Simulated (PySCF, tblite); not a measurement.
# C4H11NSi: geometry, infrared bands and NMR shifts

Wanted: the infrared bands and NMR shifts of C4H11NSi (`CN1CCC[SiH2]1`), by calculation.

Computed with tblite 0.8.0 and PySCF 2.14.0, with density-fitted response routines of our own, on a single molecule in the gas phase. Atoms count from 0, in the outputs and in this text.

## 1. Starting geometry

17 atoms, charge 0, multiplicity 1; geometry from: force field or distance geometry start.

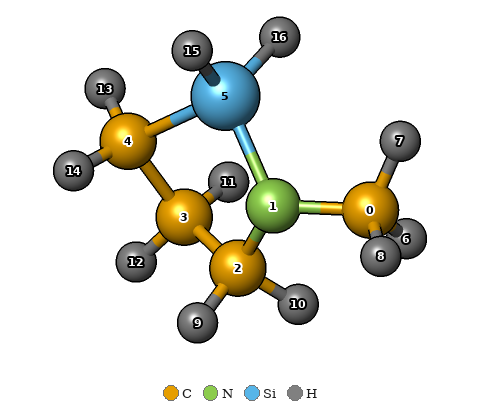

The starting geometry (carbon amber, nitrogen green, silicon blue, hydrogen grey), atoms numbered.

## 2. Relaxing the molecule with GFN2-xTB

Job settings and geometry (Å):

```
{"job": {"kind": "relax", "xc": "GFN2-xTB", "basis": "xTB"}, "charge": 0, "multiplicity": 1}
C      2.150200    -0.137300     0.011300
N      0.808000    -0.072200     0.500900
C     -0.038700    -1.164000     0.169200
C     -1.295100    -0.676300    -0.490600
C     -1.759600     0.594300     0.212800
Si    -0.070300     1.429300     0.230900
H      2.204100    -0.781500    -0.877700
H      2.578900     0.877200    -0.208200
H      2.777200    -0.571800     0.832000
H     -0.212300    -1.771800     1.093900
H      0.540200    -1.826400    -0.518200
H     -1.150900    -0.400700    -1.553100
H     -2.127900    -1.418300    -0.469300
H     -2.470600     1.168800    -0.399600
H     -2.098800     0.373500     1.228500
H      0.058700     2.391800     1.327200
H      0.099800     1.997200    -1.100000
```

Run with:

```
> OMP_NUM_THREADS=1 python probes_run.py task.json out
```

The driver reads the jobs from task.json and runs them one after another.

The log of the run:

```text
step      E/eV     max force
  0    -512.33161    2.516
  1    -512.51535    0.744
  2    -512.56273    0.558
  3    -512.62230    0.506
  4    -512.64864    0.403
  5    -512.67110    0.326
  6    -512.68756    0.314
  7    -512.70841    0.403
  8    -512.72764    0.428
  9    -512.74548    0.415
 10    -512.76228    0.291
 11    -512.77850    0.272
 12    -512.79310    0.288
 13    -512.80522    0.287
 14    -512.81407    0.273
 15    -512.82227    0.261
 16    -512.83152    0.223
 17    -512.83998    0.182
 18    -512.84659    0.172
 19    -512.85168    0.162
 20    -512.85629    0.170
 21    -512.86095    0.206
 22    -512.86486    0.176
 23    -512.86773    0.114
 24    -512.87005    0.104
 25    -512.87212    0.118
 26    -512.87397    0.121
 27    -512.87544    0.086
 28    -512.87660    0.087
 29    -512.87770    0.099
 30    -512.87892    0.090
 31    -512.88025    0.093
 32    -512.88154    0.077
 33    -512.88263    0.085
 34    -512.88350    0.062
 35    -512.88420    0.055
 36    -512.88472    0.054
 37    -512.88522    0.049
 38    -512.88579    0.062
 39    -512.88644    0.067
 40    -512.88716    0.068
 41    -512.88785    0.067
 42    -512.88845    0.049
 43    -512.88893    0.062
 44    -512.88932    0.051
 45    -512.88967    0.051
 46    -512.88998    0.046
 47    -512.89023    0.036
 48    -512.89040    0.032
 49    -512.89051    0.023
 50    -512.89061    0.022
 51    -512.89071    0.024
 52    -512.89079    0.021
 53    -512.89086    0.020
 54    -512.89093    0.020
 55    -512.89099    0.016
 56    -512.89104    0.016
 57    -512.89108    0.016
 58    -512.89113    0.017
 59    -512.89118    0.021
 60    -512.89124    0.018
 61    -512.89129    0.013
 62    -512.89133    0.017
 63    -512.89136    0.021
 64    -512.89142    0.022
 65    -512.89151    0.025
 66    -512.89161    0.022
 67    -512.89168    0.014
 68    -512.89171    0.012
 69    -512.89174    0.014
 70    -512.89178    0.017
 71    -512.89182    0.015
 72    -512.89186    0.015
 73    -512.89190    0.016
 74    -512.89196    0.017
 75    -512.89202    0.019
 76    -512.89208    0.017
 77    -512.89211    0.015
 78    -512.89214    0.015
 79    -512.89218    0.014
 80    -512.89222    0.015
 81    -512.89224    0.011
 82    -512.89226    0.006
```

Wall time 0.81 s (1 thread of Arm Neoverse N1, shared host).

Step by step: (not every step is listed)

```csv
step,energy from step 0 (eV),largest force (eV/Å)
0,0.0000,2.5164
1,-0.1837,0.7443
2,-0.2311,0.5585
3,-0.2907,0.5065
4,-0.3170,0.4027
5,-0.3395,0.3259
6,-0.3560,0.3135
7,-0.3768,0.4033
8,-0.3960,0.4282
14,-0.4825,0.2733
20,-0.5247,0.1699
26,-0.5424,0.1206
32,-0.5499,0.0765
38,-0.5542,0.0622
44,-0.5577,0.0512
50,-0.5590,0.0219
56,-0.5594,0.0156
62,-0.5597,0.0172
68,-0.5601,0.0119
74,-0.5604,0.0175
77,-0.5605,0.0152
78,-0.5605,0.0148
79,-0.5606,0.0136
80,-0.5606,0.0149
81,-0.5606,0.0108
82,-0.5607,0.0064
```

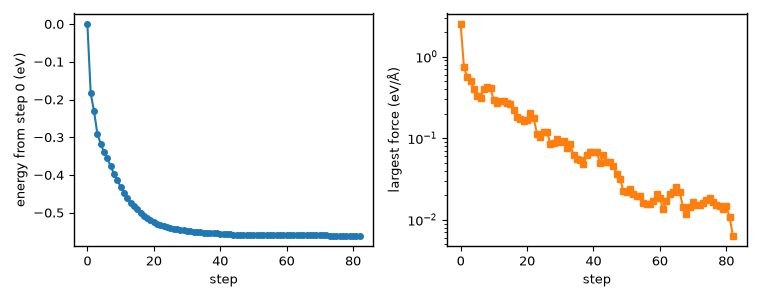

Energy and force, step by step.

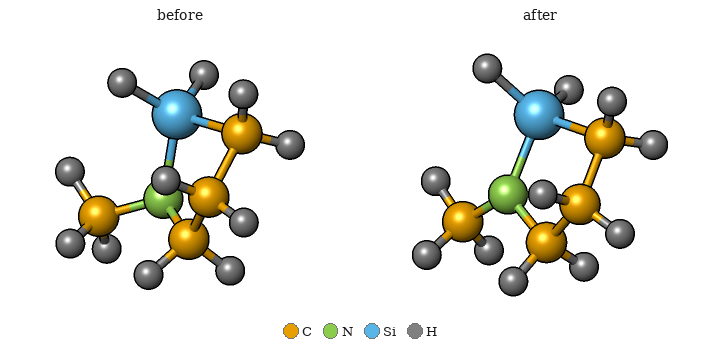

The geometry before (left) and after (right).

Close pairs (by a distance rule), those that changed most:

```csv
bond,before (Å),after (Å),change (Å)
N1–Si5,1.760,1.714,-0.046
C0–H7,1.123,1.087,-0.036
N1–C2,1.421,1.448,+0.027
C2–C3,1.501,1.526,+0.025
C3–H12,1.116,1.092,-0.024
C0–H8,1.120,1.098,-0.023
C2–H10,1.116,1.097,-0.020
C2–H9,1.120,1.101,-0.019
```

The end geometry stands in the next job.

## 3. Vibrational analysis with GFN2-xTB

Job settings and geometry (Å):

```
{"job": {"kind": "ir", "xc": "GFN2-xTB", "basis": "xTB"}, "charge": 0, "multiplicity": 1}
C      2.211318    -0.139756     0.052562
N      0.796342     0.049140    -0.082168
C     -0.011501    -1.150192    -0.010048
C     -1.421144    -0.765717    -0.449049
C     -1.749074     0.591262     0.171488
Si    -0.082475     1.502171     0.153144
H      2.583641    -0.813688    -0.726242
H      2.710463     0.820984    -0.047355
H      2.474877    -0.571229     1.026711
H     -0.020441    -1.556142     1.013114
H      0.412120    -1.918972    -0.667373
H     -1.431724    -0.671357    -1.536376
H     -2.141317    -1.535527    -0.165729
H     -2.544472     1.090311    -0.376077
H     -2.101578     0.460062     1.194473
H      0.170345     2.210743     1.417217
H      0.137621     2.409935    -0.978202
```

The log of the run:

```text
mode    cm-1     km/mol
  1      99.3      0.24
  2     131.5      5.59
  3     189.3      1.85
  4     237.2      5.17
  5     303.7      0.05
  6     393.0      7.67
  7     477.3     17.77
  8     522.9     36.06
  9     543.1     53.07
 10     665.1     93.97
 11     703.5     28.74
 12     735.8    134.10
 13     800.0    132.43
 14     824.5    234.06
 15     885.3      8.27
 16     961.7      3.99
 17     995.8      8.10
 18    1038.1     38.44
 19    1096.6     10.45
 20    1106.0      0.77
 21    1139.8     14.24
 22    1157.8     25.04
 23    1212.1     24.62
 24    1228.4     23.02
 25    1264.8     40.97
 26    1281.3     25.76
 27    1329.0     10.76
 28    1352.5     35.56
 29    1420.3      0.54
 30    1484.0      0.13
 31    1485.3      1.86
 32    1498.0      3.46
 33    1504.9      4.77
 34    1511.3      0.07
 35    2180.8    476.31
 36    2230.7    253.38
 37    2840.5     76.57
 38    2883.9     71.46
 39    2913.1     58.87
 40    2933.4     87.12
 41    2966.3     43.38
 42    2982.5     28.91
 43    2989.7     96.73
 44    3022.8     46.44
 45    3031.9     35.51
```

Wall time 0.84 s (1 thread of Arm Neoverse N1, shared host).

Which atoms move in the most intense modes:

```csv
cm⁻¹,km/mol,atoms
665,94.0,"H16 35 %, H15 33 %"
736,134.1,"Si5 26 %, C4 17 %, H14 16 %"
800,132.4,"H13 28 %, C4 28 %, Si5 15 %, H16 10 %"
824,234.1,"H15 43 %, H16 39 %"
2181,476.3,"H15 82 %, H16 14 %"
2231,253.4,"H16 83 %, H15 15 %"
2933,87.1,"H6 81 %, H8 13 %"
2990,96.7,"H14 72 %, H11 17 %"
```

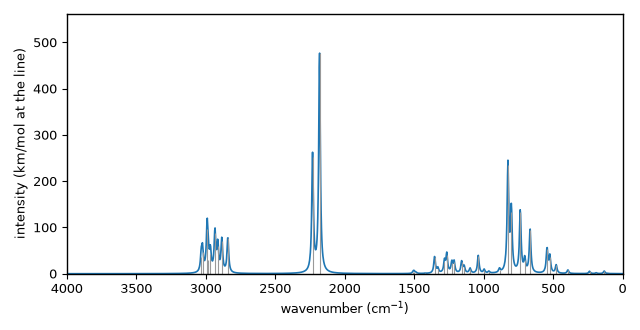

The infrared spectrum from these modes, unscaled. Lines are broadened to a width of 14 cm⁻¹ (Lorentzian).

## 4. Nuclear shieldings: PBE0/pcSseg-1

Same as in step 3 but for these lines:

```diff
@@ -1,2 +1,2 @@
-{"job": {"kind": "ir", "xc": "GFN2-xTB", "basis": "xTB"}, "charge": 0, "multiplicity": 1}
+{"job": {"kind": "nmr", "xc": "PBE0", "basis": "pcSseg-1"}, "charge": 0, "multiplicity": 1}
 C      2.211318    -0.139756     0.052562
```

Level: GIAO PBE0/pcSseg-1 NMR shielding, non-relativistic, gas phase.

The log of the run:

```text
coarse grid: 13856 points
cycle   1  E = -502.8012357145  dE =  6.140e-01  |g| = 4.290e-01  |ddm| = 3.586e+00
cycle   2  E = -502.7687352304  dE =  3.250e-02  |g| = 5.716e-01  |ddm| = 1.061e+00
cycle   3  E = -502.8480156557  dE = -7.928e-02  |g| = 6.250e-02  |ddm| = 6.706e-01
cycle   4  E = -502.8486280489  dE = -6.124e-04  |g| = 2.928e-02  |ddm| = 7.434e-02
cycle   5  E = -502.8488109187  dE = -1.829e-04  |g| = 5.572e-03  |ddm| = 2.798e-02
cycle   6  E = -502.8488171250  dE = -6.206e-06  |g| = 1.821e-03  |ddm| = 6.403e-03
final grid: 126848 points
cycle   7  E = -502.8827571746  dE = -2.880e-05  |g| = 8.204e-03  |ddm| = 2.475e-02
cycle   8  E = -502.8827457143  dE =  1.146e-05  |g| = 1.065e-02  |ddm| = 1.809e-02
cycle   9  E = -502.8827746394  dE = -2.893e-05  |g| = 8.345e-04  |ddm| = 1.051e-02
cycle  10  E = -502.8827747694  dE = -1.300e-07  |g| = 2.503e-04  |ddm| = 8.380e-04
cycle  11  E = -502.8827747810  dE = -1.159e-08  |g| = 5.985e-05  |ddm| = 2.410e-04
cycle  12  E = -502.8827747817  dE = -7.387e-10  |g| = 2.147e-05  |ddm| = 8.055e-05
converged SCF energy = -502.8827747817

GIAO shielding tensors (ppm)
atom      isotropic    diamagn.    paramagn.     s11        s22        s33       span
  0 C      149.876     241.842     -91.966    124.822    138.553    186.255     61.432
  1 N      242.299     329.042     -86.743    192.756    244.252    289.889     97.133
  2 C      127.877     245.395    -117.518     96.825    124.579    162.227     65.402
  3 C      157.271     248.164     -90.892    138.042    162.028    171.744     33.702
  4 C      174.393     253.247     -78.853    154.421    172.038    196.721     42.301
  5 Si     375.972     881.561    -505.589    333.359    356.013    438.545    105.186
  6 H       29.034      28.514       0.520     24.184     26.666     36.254     12.070
  7 H       28.812      28.666       0.146     23.662     26.954     35.819     12.157
  8 H       29.084      28.366       0.718     24.406     26.547     36.300     11.894
  9 H       28.853      31.321      -2.468     24.775     26.724     35.061     10.287
 10 H       28.977      30.946      -1.969     24.752     27.561     34.619      9.866
 11 H       29.843      31.286      -1.443     25.062     27.969     36.498     11.436
 12 H       29.692      29.939      -0.247     24.715     27.378     36.984     12.270
 13 H       30.662      30.113       0.549     26.029     27.494     38.465     12.436
 14 H       30.667      31.275      -0.608     26.343     27.808     37.849     11.506
 15 H       26.937      29.941      -3.004     23.738     24.341     32.732      8.995
 16 H       26.852      30.151      -3.299     23.100     24.328     33.127     10.027
```

It took 46 s on 1 thread of Arm Neoverse N1, shared host; peak memory 0.75 GiB.

The references, computed at this level on geometries of the same kind, shield at (ppm): 1H TMS 31.72, 13C TMS 186.9, 29Si TMS 349.2, 15N NH3 267.7. Their shielding less the atom's gives the shift. The references are single molecules in the gas phase, so shifts against H2O, NH3, PH3, H3PO4 or CFCl3 are not on the usual liquid scales and can be off by tens of ppm. Atoms listed in one row are averaged.

```csv
atoms,environment,σ (ppm),δ (ppm),δ scaled to CDCl3
C2,sp3 CH2 bonded to N,127.9,59.0,55.7
C0,methyl carbon bonded to N,149.9,37.0,34.2
C3,sp3 CH2 in a ring,157.3,29.7,27.0
C4,sp3 CH2 bonded to Si,174.4,12.5,10.3
"H15, H16","hydrogen on a silicon bonded to C, N, in a 5-membered ring",26.89,4.82,–
"H9, H10",hydrogen on an sp3 CH2 bonded to N,28.92,2.80,2.75
"H6, H7, H8",hydrogen on a methyl carbon bonded to N,28.98,2.74,2.69
"H11, H12",hydrogen on an sp3 CH2 in a ring,29.77,1.95,1.94
"H13, H14",hydrogen on an sp3 CH2 bonded to Si,30.66,1.05,1.10
N1,"nitrogen bonded to 2 C, Si, in a 5-membered ring",242.3,25.4,–
Si5,"silicon bonded to C, N, 2 H, in a 5-membered ring",376.0,-26.8,–
```

The scaled column applies a straight-line fit of computed shieldings to shifts measured in CDCl3 (root-mean-square error 0.16 ppm for H, 1.9 ppm for C).

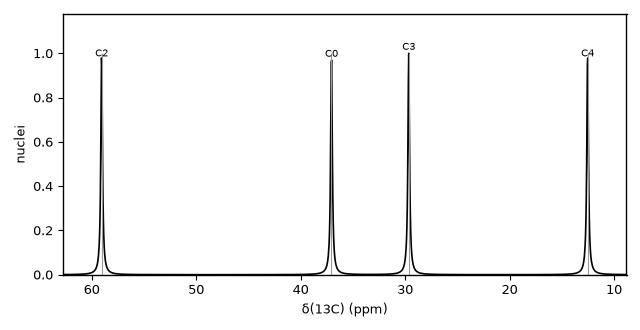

13C lines at the computed shifts, without couplings. Lines are broadened to a width of 0.19 ppm (Lorentzian).

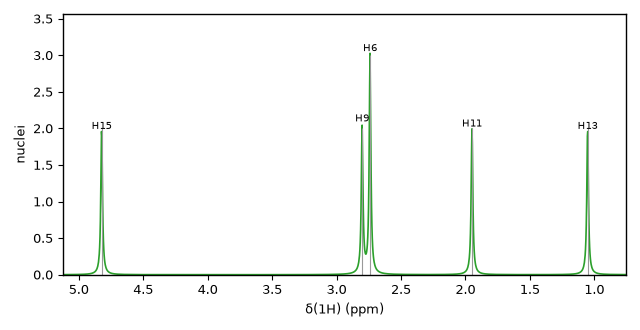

1H lines at the computed shifts, without couplings. Lines are broadened to a width of 0.02 ppm (Lorentzian).

Charges from the same density, by scheme (e):

```csv
atoms,Mulliken,IAO,Hirshfeld,ESP fit
C0,-0.04,-0.29,-0.07,-0.51
N1,-0.81,-0.52,-0.18,-0.15
C2,0.03,-0.14,-0.03,-0.16
C3,-0.23,-0.25,-0.07,-0.01
C4,-0.54,-0.55,-0.16,-0.33
Si5,0.79,0.87,0.36,0.55
```

IAO charges:

C0 -0.29; N1 -0.52; C2 -0.14; C3 -0.25; C4 -0.55; Si5 0.87; H6 0.13; H7 0.14; H8 0.12; H9 0.10; H10 0.13; H11 0.14; H12 0.14; H13 0.15; H14 0.14; H15 -0.16; H16 -0.15

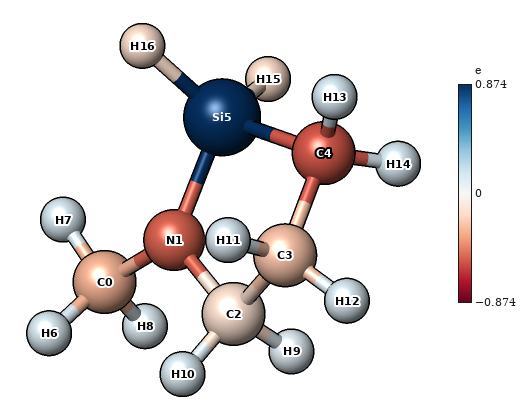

IAO charges, as colours on the atoms.

Mayer bond orders: C0–N1 0.96, N1–C2 0.94, C2–C3 1.03, C3–C4 1.02, C4–Si5 0.92, Si5–N1 0.98.

Ring of atoms N1, C2, C3, C4, Si5: NICS(0) -6.6, NICS(1) -3.4, NICS(1)zz -2.3 ppm (means of both faces).

Orbitals, density, ELF and potential are computed afterwards from the orbital file.

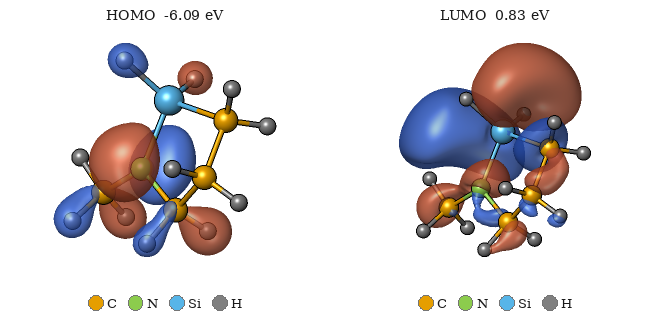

PBE0/pcSseg-1 orbitals near the gap, drawn at the value that encloses 70 % of each; the two colours are the two signs.

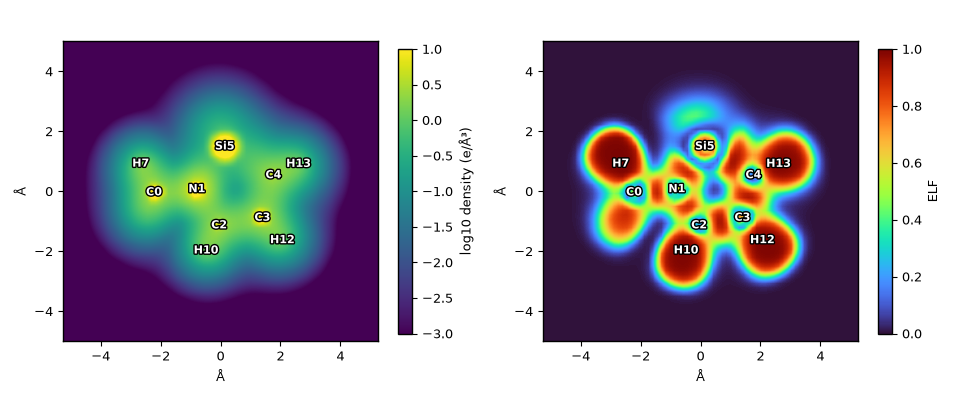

Density (left) and ELF (right) in a plane through or near 10 of the atoms.

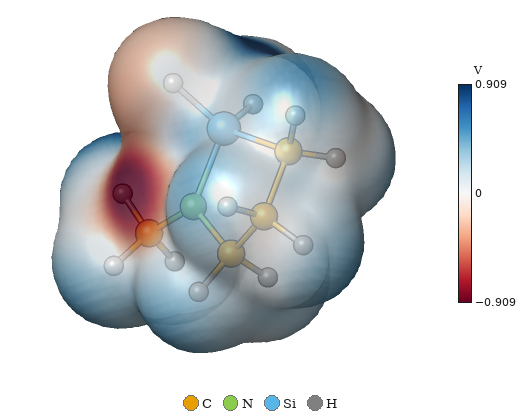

Electrostatic potential on the surface of density 0.002 e/bohr³; red is low, blue high. It runs from -0.76 V near N1 to 0.91 V near H7.

## 5. What came out

| quantity | value |
| --- | --- |
| strongest single infrared mode (GFN2-xTB) | 2181 cm⁻¹, 476 km/mol |
| zero-point energy (GFN2-xTB) | 89.4 kcal/mol |
| 13C shifts against TMS (PBE0/pcSseg-1) | 59.0, 37.0, 29.7, 12.5 ppm |
| 1H shifts against TMS (PBE0/pcSseg-1, means over atoms taken as alike) | 4.82, 2.80, 2.74, 1.95, 1.05 ppm |
| 15N shifts against NH3 (PBE0/pcSseg-1) | 25.4 ppm |
| 29Si shifts against TMS (PBE0/pcSseg-1) | -26.8 ppm |
| surface potential, least and greatest | -0.76 V and 0.91 V |

**Reading.** The optimisation took 82 steps and gained 0.561 eV; among the close pairs (by a distance rule), N1–Si5 changed most, from 1.760 to 1.714 Å. All 45 modes are real, so the xTB geometry is a minimum. The strongest single mode, at 2181 cm⁻¹, moves mainly H15. GFN2-xTB is a fitted tight-binding method: band positions and strengths are rough. Its intensities can rank the bands wrongly. At PBE0/pcSseg-1: Shielding is most anisotropic at Si5 (span 105 ppm, paramagnetic term -506 ppm).
